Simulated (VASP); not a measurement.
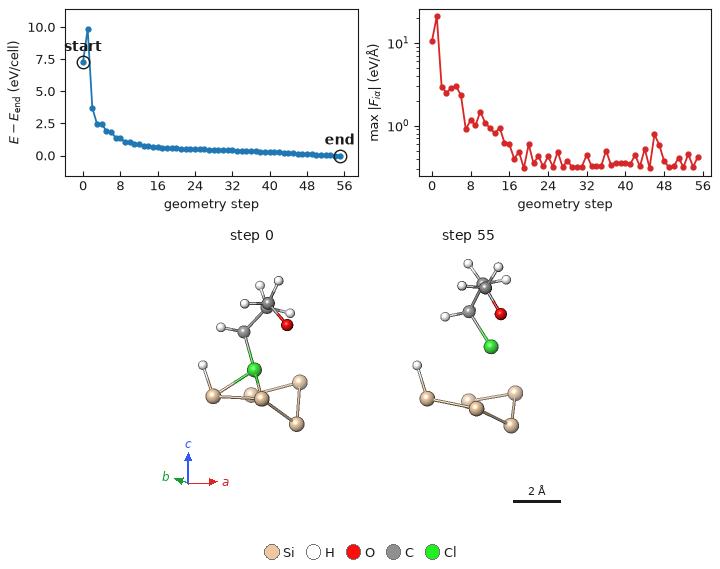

First and last geometry of a relaxation of a slab of composition Si48H23C3ClO, with the history of the run. The picture is a ball-and-stick view of the atoms within 5.0 Å of the atom that moves most (axes of the cell of the calculation, outlined in the plane, without the vacuum (origin shifted)), seen slightly off an axis.

The run lets the atoms move in a fixed cell. 24 atoms are held fixed.

The calculation used VASP 6.6.1, Kohn-Sham DFT of a periodic cell, PBE with D3(BJ), VASP PAW PBE potentials, recommended.

Input file:
```
ALGO = Fast
EDIFF = 1E-6
EDIFFG = -0.03
ENCUT = 400
GGA = PE
IBRION = 2
ISIF = 2
ISMEAR = 0
ISYM = 0
IVDW = 12
LASPH = True
LCHARG = False
LREAL = Auto
LWAVE = False
NCORE = 4
NELM = 80
NSW = 120
PREC = Accurate
SIGMA = 0.05
```

Run as
```bash
cat potpaw_PBE.64/Si/POTCAR potpaw_PBE.64/H/POTCAR potpaw_PBE.64/O/POTCAR potpaw_PBE.64/C/POTCAR potpaw_PBE.64/Cl/POTCAR > POTCAR
mpirun -np 8 vasp_gam > vasp.out
```

Did the run converge, and what did it change?

The run was cut off at its time limit before the relaxation converged, so the last structure is only a point on the way. The largest move is that of an H atom, 1.46 Å along the normal (+c). Largest moves by element: H 1.46 Å, Cl 1.35 Å, C 1.05 Å, O 0.49 Å, Si 0.48 Å. The cell stays as it was. Among the contacts that change: Cl–Si 2.121 → 3.568 Å, Cl–Si 1.744 → 3.045 Å, Si–Si 2.605 → 2.343 Å, Si–Si 2.412 → 2.278 Å. Bonds break, among them: Cl–Si (1.74 → 3.05 Å), Cl–Si (2.12 → 3.57 Å). Among the angles between lasting bonds that change: H–C–O 105.3° → 111.1°, H–C–C 109.4° → 104.2°, H–C–O 110.8° → 114.8°. After 55 geometry steps the energy has fallen by 7.270 eV per cell of the calculation. Largest force component: 11 eV/Å at the start, 0.42 eV/Å at the end. At step 1 the optimiser overshot: the energy rose above the start, and later steps came back.
